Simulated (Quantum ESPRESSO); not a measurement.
## Magnetic state of Cr from several starts

A self-consistent run ends on one state, which hangs on the start. Several orders of Cr are started in Quantum ESPRESSO and their energies compared.

Main program and level: Quantum ESPRESSO 7.5; PBE; plane waves with GBRV 1.5 PBE potentials, no spin-orbit coupling.

### Step 1. Set-up

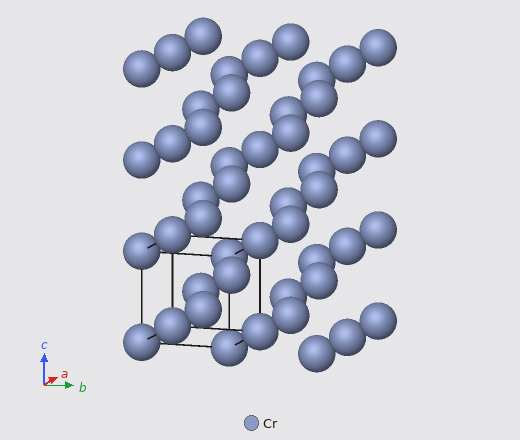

Start, viewed from a free direction; chromium light blue. 2×2×3 cells are drawn. Some periodic images of atoms are drawn too.

The cell comes from Materials Project 2023-11-01, a database of computed structures, and need not be the stable phase.

### Step 2. Run 1, typed as ferro ++

The signs are those of the starting moments on the seeded atoms, the atoms that are given a moment.

pw.in reads:

```
&CONTROL
  calculation = 'scf'
  prefix = 'pwscf'
  outdir = './tmp'
  pseudo_dir = './pseudo'
  disk_io = 'nowf'
  tprnfor = .true.
  tstress = .true.
/
&SYSTEM
  ibrav = 0
  celldm(1) = 8
  nat = 2
  ntyp = 1
  ecutwfc = 40
  ecutrho = 280
  nbnd = 23
  occupations = 'smearing'
  smearing = 'mv'
  degauss = 0.01984463
  nspin = 2
  starting_magnetization(1) = 0.1786
/
&ELECTRONS
  conv_thr = 4d-09
  electron_maxstep = 150
  mixing_beta = 0.3
/
ATOMIC_SPECIES
Cr     51.9961 cr_pbe_v1.5.uspp.F.UPF
CELL_PARAMETERS alat
   0.7013008340896    0.0000000000000    0.0000000000000
   0.0000000000000    0.7013008340896    0.0000000000000
   0.0000000000000    0.0000000000000    0.7013008340896
ATOMIC_POSITIONS crystal
Cr      0.0000000000    0.0000000000    0.0000000000
Cr      0.5000000000    0.5000000000    0.5000000000
K_POINTS automatic
10 10 10 0 0 0
```

Command:

```
> OMP_NUM_THREADS=1 mpirun -n 2 pw.x -nk 2 -in pw.in > pw.out
```

Output:

```text
Program PWSCF v.7.5 starts

     Found identity + ( -0.5000 -0.5000 -0.5000) symmetry
     This is a supercell, fractional translations are disabled
     Message from routine setup:
     using ibrav=0 with symmetry is DISCOURAGED, use correct ibrav instead

     K-points division:     npool     =       2
     Subspace diagonalization in iterative solution of the eigenvalue problem:

     G-vector sticks info
     --------------------
     sticks:   dense  smooth     PW     G-vecs:    dense   smooth      PW
     Sum         697     401    137                13949     6031    1189

     Using Slab Decomposition

     bravais-lattice index     =            0
     lattice parameter (alat)  =       8.0000  a.u.
     unit-cell volume          =     176.5969 (a.u.)^3
     number of atoms/cell      =            2
     number of atomic types    =            1
     number of electrons       =        28.00
     number of Kohn-Sham states=           23
     kinetic-energy cutoff     =      40.0000  Ry
     charge density cutoff     =     280.0000  Ry
     scf convergence threshold =      4.0E-09
     mixing beta               =       0.3000
     number of iterations used =            8  plain     mixing
     Exchange-correlation=  SLA  PW   PBX  PBC
                           (   1   4   3   4   0   0   0)

     celldm(1)=   8.000000  celldm(2)=   0.000000  celldm(3)=   0.000000
     celldm(4)=   0.000000  celldm(5)=   0.000000  celldm(6)=   0.000000

     crystal axes: (cart. coord. in units of alat)
               a(1) = (   0.701301   0.000000   0.000000 )
               a(2) = (   0.000000   0.701301   0.000000 )
               a(3) = (   0.000000   0.000000   0.701301 )

     reciprocal axes: (cart. coord. in units 2 pi/alat)
               b(1) = (  1.425922  0.000000  0.000000 )
               b(2) = (  0.000000  1.425922  0.000000 )
               b(3) = (  0.000000  0.000000  1.425922 )

     PseudoPot. # 1 for Cr read from file:
     cr_pbe_v1.5.uspp.F.UPF
     Pseudo is Ultrasoft + core correction, Zval = 14.0
     Generated by new atomic code, or converted to UPF format
     Using radial grid of  857 points,  6 beta functions with:
                l(1) =   0
                l(2) =   0
                l(3) =   1
                l(4) =   1
                l(5) =   2
                l(6) =   2
     Q(r) pseudized with  8 coefficients,  rinner =    0.950   0.950   0.950
                                                       0.950   0.950

     atomic species   valence    mass     pseudopotential
     Cr               14.00    51.99610     Cr( 1.00)

     Starting magnetic structure
     atomic species   magnetization
     Cr              0.179

     48 Sym. Ops., with inversion, found

   Cartesian axes

     site n.     atom                  positions (alat units)
         1        Cr     tau(   1) = (   0.0000000   0.0000000   0.0000000  )
         2        Cr     tau(   2) = (   0.3506504   0.3506504   0.3506504  )

     number of k points=    56  Marzari-Vanderbilt smearing, width (Ry)=  0.0198
                       cart. coord. in units 2pi/alat
        k(    1) = (   0.0000000   0.0000000   0.0000000), wk =   0.0010000
        k(    2) = (   0.0000000   0.0000000   0.1425922), wk =   0.0060000
        k(    3) = (   0.0000000   0.0000000   0.2851843), wk =   0.0060000
        k(    4) = (   0.0000000   0.0000000   0.4277765), wk =   0.0060000
        k(    5) = (   0.0000000   0.0000000   0.5703686), wk =   0.0060000
        [... 51 further k-points ...]

     Dense  grid:    13949 G-vectors     FFT dimensions: (  30,  30,  30)

     Smooth grid:     6031 G-vectors     FFT dimensions: (  24,  24,  24)

     Check: negative core charge=   -0.000011
     Generating pointlists ...
     new r_m :   0.2505 (alat units)  2.0042 (a.u.) for type    1

     Initial potential from superposition of free atoms

     starting charge      26.0000, renormalised to      28.0000

     negative rho (up, down):  2.653E-03 1.849E-03
     Starting wfcs are   20 randomized atomic wfcs +    3 random wfcs

     Self-consistent Calculation

     iteration #  1     ecut=    40.00 Ry     beta= 0.30
     Davidson diagonalization with overlap
     ethr =  1.00E-02,  avg # of iterations =  4.8

     negative rho (up, down):  2.915E-03 2.547E-03

     total energy              =    -350.33119010 Ry
     estimated scf accuracy    <       4.71692767 Ry

     total magnetization       =     0.88 Bohr mag/cell
     absolute magnetization    =     0.91 Bohr mag/cell

     iteration #  2     ecut=    40.00 Ry     beta= 0.30
     Davidson diagonalization with overlap
     ethr =  1.00E-02,  avg # of iterations =  2.1

     negative rho (up, down):  2.557E-03 2.831E-03

     total energy              =    -350.85941323 Ry
     estimated scf accuracy    <       0.22943143 Ry

     total magnetization       =     1.30 Bohr mag/cell
     absolute magnetization    =     1.35 Bohr mag/cell

     iteration #  3     ecut=    40.00 Ry     beta= 0.30
     Davidson diagonalization with overlap
     ethr =  8.19E-04,  avg # of iterations =  3.4

     negative rho (up, down):  8.925E-04 2.553E-03

     total energy              =    -350.94040567 Ry
     estimated scf accuracy    <       0.05787741 Ry

     total magnetization       =     1.17 Bohr mag/cell
     absolute magnetization    =     1.20 Bohr mag/cell

     [... further iterations left out ...]

     iteration # 16     ecut=    40.00 Ry     beta= 0.30
     Davidson diagonalization with overlap
     ethr =  7.97E-11,  avg # of iterations =  1.5

     negative rho (up, down):  2.212E-03 2.212E-03

     total energy              =    -350.96721081 Ry
     estimated scf accuracy    <       0.00000016 Ry

     total magnetization       =    -0.00 Bohr mag/cell
     absolute magnetization    =     0.00 Bohr mag/cell

     iteration # 17     ecut=    40.00 Ry     beta= 0.30
     Davidson diagonalization with overlap
     ethr =  7.97E-11,  avg # of iterations =  2.0

     negative rho (up, down):  2.213E-03 2.212E-03

     total energy              =    -350.96721081 Ry
     estimated scf accuracy    <       0.00000016 Ry

     total magnetization       =     0.00 Bohr mag/cell
     absolute magnetization    =     0.00 Bohr mag/cell

     iteration # 18     ecut=    40.00 Ry     beta= 0.30
     Davidson diagonalization with overlap
     ethr =  7.97E-11,  avg # of iterations =  3.1

     negative rho (up, down):  2.212E-03 2.212E-03

     total energy              =    -350.96721085 Ry
     estimated scf accuracy    <          5.5E-09 Ry

     total magnetization       =     0.00 Bohr mag/cell
     absolute magnetization    =     0.00 Bohr mag/cell

     iteration # 19     ecut=    40.00 Ry     beta= 0.30
     Davidson diagonalization with overlap
     ethr =  1.96E-11,  avg # of iterations =  2.0

     negative rho (up, down):  2.212E-03 2.212E-03

     Magnetic moment per site  (integrated on atomic sphere of radius R)
     atom   1 (R=0.251)  charge= 12.3080  magn= -0.0000
     atom   2 (R=0.251)  charge= 12.3080  magn= -0.0000

     End of self-consistent calculation

     Number of k-points >= 100: set verbosity='high' to print the bands.

     the Fermi energy is    16.8073 ev

!    total energy              =    -350.96721085 Ry
     estimated scf accuracy    <          9.6E-11 Ry
     smearing contrib. (-TS)   =      -0.00040940 Ry
     internal energy E=F+TS    =    -350.96680145 Ry

     The total energy is F=E-TS. E is the sum of the following terms:
     one-electron contribution =    -130.62842368 Ry
     hartree contribution      =      78.58958293 Ry
     xc contribution           =     -44.65414501 Ry
     ewald contribution        =    -254.27381568 Ry

     total magnetization       =     0.00 Bohr mag/cell
     absolute magnetization    =     0.00 Bohr mag/cell

     convergence has been achieved in  19 iterations

     negative rho (up, down):  2.212E-03 2.212E-03

     Forces acting on atoms (cartesian axes, Ry/au):

     atom    1 type  1   force =     0.00000000    0.00000000    0.00000000
     atom    2 type  1   force =     0.00000000    0.00000000    0.00000000

     Total force =     0.000000     Total SCF correction =     0.000000

     Computing stress (Cartesian axis) and pressure

     negative rho (up, down):  2.212E-03 2.212E-03
          total   stress  (Ry/bohr**3)                   (kbar)     P=     -246.99
  -0.00167898   0.00000000   0.00000000         -246.99        0.00        0.00
   0.00000000  -0.00167898   0.00000000            0.00     -246.99        0.00
   0.00000000   0.00000000  -0.00167898            0.00        0.00     -246.99

=------------------------------------------------------------------------------=
   JOB DONE.
=------------------------------------------------------------------------------=
```

It took 29 s on 2 MPI ranks of Arm Neoverse V1, shared host; peak memory 0.17 GiB.

The spin moment in the atom's sphere vanishes on all atoms.

Read from the output:

```yaml
smearing_term_ts: 0.005570 eV
pressure: -24.70 GPa
magnetization: 0 μB
absolute_magnetization: 0 μB
final_state: non-magnetic
```

### Step 3. Start 2: antiferro +−

Edit pw.in of step 2 so:

```diff
@@ -13,6 +13,6 @@
   nat = 2
-  ntyp = 1
+  ntyp = 2
   ecutwfc = 40
   ecutrho = 280
-  nbnd = 23
+  nbnd = 21
   occupations = 'smearing'
@@ -22,2 +22,3 @@
   starting_magnetization(1) = 0.1786
+  starting_magnetization(2) = -0.1786
 /
@@ -29,3 +30,4 @@
 ATOMIC_SPECIES
-Cr     51.9961 cr_pbe_v1.5.uspp.F.UPF
+Cr1    51.9961 cr_pbe_v1.5.uspp.F.UPF
+Cr2    51.9961 cr_pbe_v1.5.uspp.F.UPF
 CELL_PARAMETERS alat
@@ -35,4 +37,4 @@
 ATOMIC_POSITIONS crystal
-Cr      0.0000000000    0.0000000000    0.0000000000
-Cr      0.5000000000    0.5000000000    0.5000000000
+Cr1     0.0000000000    0.0000000000    0.0000000000
+Cr2     0.5000000000    0.5000000000    0.5000000000
 K_POINTS automatic
```

Output:

```text
[banner, memory and clock lines left out]
Program PWSCF v.7.5 starts

     Message from routine setup:
     using ibrav=0 with symmetry is DISCOURAGED, use correct ibrav instead

     bravais-lattice index     =            0
     lattice parameter (alat)  =       8.0000  a.u.
     unit-cell volume          =     176.5969 (a.u.)^3
     number of atoms/cell      =            2
     number of atomic types    =            2
     number of electrons       =        28.00
     number of Kohn-Sham states=           21
     kinetic-energy cutoff     =      40.0000  Ry
     charge density cutoff     =     280.0000  Ry
     scf convergence threshold =      4.0E-09
     mixing beta               =       0.3000
     number of iterations used =            8  plain     mixing
     Exchange-correlation=  SLA  PW   PBX  PBC
                           (   1   4   3   4   0   0   0)

     celldm(1)=   8.000000  celldm(2)=   0.000000  celldm(3)=   0.000000
     celldm(4)=   0.000000  celldm(5)=   0.000000  celldm(6)=   0.000000

     crystal axes: (cart. coord. in units of alat)
               a(1) = (   0.701301   0.000000   0.000000 )
               a(2) = (   0.000000   0.701301   0.000000 )
               a(3) = (   0.000000   0.000000   0.701301 )

     reciprocal axes: (cart. coord. in units 2 pi/alat)
               b(1) = (  1.425922  0.000000  0.000000 )
               b(2) = (  0.000000  1.425922  0.000000 )
               b(3) = (  0.000000  0.000000  1.425922 )

     PseudoPot. # 1 for Cr read from file:
     cr_pbe_v1.5.uspp.F.UPF
     Pseudo is Ultrasoft + core correction, Zval = 14.0

     PseudoPot. # 2 for Cr read from file:
     cr_pbe_v1.5.uspp.F.UPF
     Pseudo is Ultrasoft + core correction, Zval = 14.0

     atomic species   valence    mass     pseudopotential
     Cr1              14.00    51.99610     Cr( 1.00)
     Cr2              14.00    51.99610     Cr( 1.00)

     Starting magnetic structure
     atomic species   magnetization
     Cr1             0.179
     Cr2            -0.179

     48 Sym. Ops., with inversion, found

   Cartesian axes

     site n.     atom                  positions (alat units)
         1        Cr1    tau(   1) = (   0.0000000   0.0000000   0.0000000  )
         2        Cr2    tau(   2) = (   0.3506504   0.3506504   0.3506504  )

     number of k points=    56  Marzari-Vanderbilt smearing, width (Ry)=  0.0198
                       cart. coord. in units 2pi/alat
        k(    1) = (   0.0000000   0.0000000   0.0000000), wk =   0.0010000
        k(    2) = (   0.0000000   0.0000000   0.1425922), wk =   0.0060000
        k(    3) = (   0.0000000   0.0000000   0.2851843), wk =   0.0060000
        k(    4) = (   0.0000000   0.0000000   0.4277765), wk =   0.0060000
        k(    5) = (   0.0000000   0.0000000   0.5703686), wk =   0.0060000
        [... 51 further k-points ...]

     Dense  grid:    13949 G-vectors     FFT dimensions: (  30,  30,  30)

     Smooth grid:     6031 G-vectors     FFT dimensions: (  24,  24,  24)

     Check: negative core charge=   -0.000011
     Generating pointlists ...
     new r_m :   0.2505 (alat units)  2.0042 (a.u.) for type    1
     new r_m :   0.2505 (alat units)  2.0042 (a.u.) for type    2

     Initial potential from superposition of free atoms

     starting charge      26.0000, renormalised to      28.0000

     negative rho (up, down):  2.251E-03 2.251E-03
     Starting wfcs are   20 randomized atomic wfcs +    1 random wfcs

     Self-consistent Calculation

     iteration #  1     ecut=    40.00 Ry     beta= 0.30
     Davidson diagonalization with overlap
     ethr =  1.00E-02,  avg # of iterations =  4.1

     negative rho (up, down):  2.708E-03 2.708E-03

     total energy              =    -350.45781041 Ry
     estimated scf accuracy    <       4.39700067 Ry

     total magnetization       =     0.00 Bohr mag/cell
     absolute magnetization    =     2.07 Bohr mag/cell

     iteration #  2     ecut=    40.00 Ry     beta= 0.30
     Davidson diagonalization with overlap
     ethr =  1.00E-02,  avg # of iterations =  2.1

     negative rho (up, down):  2.689E-03 2.689E-03

     total energy              =    -350.89492416 Ry
     estimated scf accuracy    <       0.20721283 Ry

     total magnetization       =    -0.00 Bohr mag/cell
     absolute magnetization    =     3.47 Bohr mag/cell

     [... further iterations left out ...]

     iteration # 12     ecut=    40.00 Ry     beta= 0.30
     Davidson diagonalization with overlap
     ethr =  4.58E-09,  avg # of iterations =  2.0

     negative rho (up, down):  2.144E-03 2.144E-03

     total energy              =    -350.98100270 Ry
     estimated scf accuracy    <       0.00000033 Ry

     total magnetization       =    -0.00 Bohr mag/cell
     absolute magnetization    =     3.88 Bohr mag/cell

     iteration # 13     ecut=    40.00 Ry     beta= 0.30
     Davidson diagonalization with overlap
     ethr =  1.18E-09,  avg # of iterations =  2.1

     negative rho (up, down):  2.144E-03 2.144E-03

     Magnetic moment per site  (integrated on atomic sphere of radius R)
     atom   1 (R=0.251)  charge= 12.3282  magn=  1.8114
     atom   2 (R=0.251)  charge= 12.3282  magn= -1.8114

     End of self-consistent calculation

     Number of k-points >= 100: set verbosity='high' to print the bands.

     the Fermi energy is    16.8634 ev

!    total energy              =    -350.98100282 Ry
     estimated scf accuracy    <          1.7E-09 Ry
     smearing contrib. (-TS)   =       0.00100710 Ry
     internal energy E=F+TS    =    -350.98200992 Ry

     The total energy is F=E-TS. E is the sum of the following terms:
     one-electron contribution =    -130.92557352 Ry
     hartree contribution      =      79.08231746 Ry
     xc contribution           =     -44.86493817 Ry
     ewald contribution        =    -254.27381568 Ry

     total magnetization       =    -0.00 Bohr mag/cell
     absolute magnetization    =     3.88 Bohr mag/cell

     convergence has been achieved in  13 iterations

     negative rho (up, down):  2.144E-03 2.144E-03

     Forces acting on atoms (cartesian axes, Ry/au):

     atom    1 type  1   force =     0.00000000    0.00000000    0.00000000
     atom    2 type  2   force =     0.00000000    0.00000000    0.00000000

     Total force =     0.000000     Total SCF correction =     0.000000

     Computing stress (Cartesian axis) and pressure

     negative rho (up, down):  2.144E-03 2.144E-03
          total   stress  (Ry/bohr**3)                   (kbar)     P=     -120.52
  -0.00081928   0.00000000   0.00000000         -120.52        0.00        0.00
   0.00000000  -0.00081928   0.00000000            0.00     -120.52        0.00
   0.00000000   0.00000000  -0.00081928            0.00        0.00     -120.52
```

Wall time 20 s (2 MPI ranks); peak memory 0.18 GiB; 40 s of CPU time.

Spin moment in the atom's sphere by atom:

```tsv
atom	spin moment in the atom's sphere (μB)
Cr1	1.81
Cr2	-1.81
```

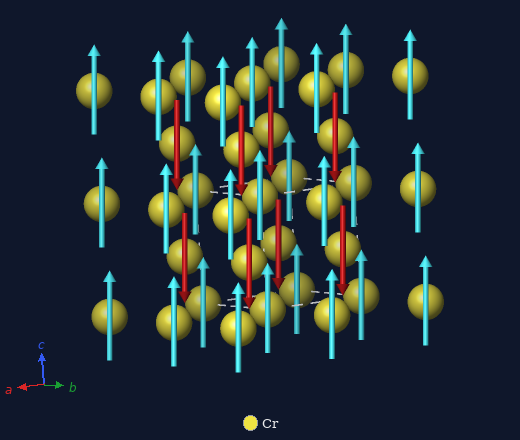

Spin moment in the atom's sphere as arrows, the longest 1.81 μB. Up and down stand for the sign. Arrows give size and sign along the axis of quantisation, drawn up and down the page. The two directions have two colours. 2×2×2 cells are drawn. Some periodic images of atoms are drawn too.

This step gave:

| Quantity | Value |
| --- | --- |
| smearing term TS | -0.01370 eV |
| pressure | -12.05 GPa |
| magnetization | 0 μB |
| absolute magnetization | 3.885 μB |
| final state | antiferromagnetic |

(Continued in part 2 of 2.)

[Logs and program files are shortened in this print: banners, set-up blocks, solver, clock and traceback lines can be left out without a mark of their own.]

[Logs are printed without paths, hosts, clocks, repeated set-up lines and the standing remarks that a program may print on its own settings, such as how far it seeks lower states.]

[Hosts, paths, dates, database ids (printed as entryN), source tags and the programs' standing remarks are cut or masked in the printed files.]

[Where a cell is said to come from a database of computed structures, the database is the Materials Project.]
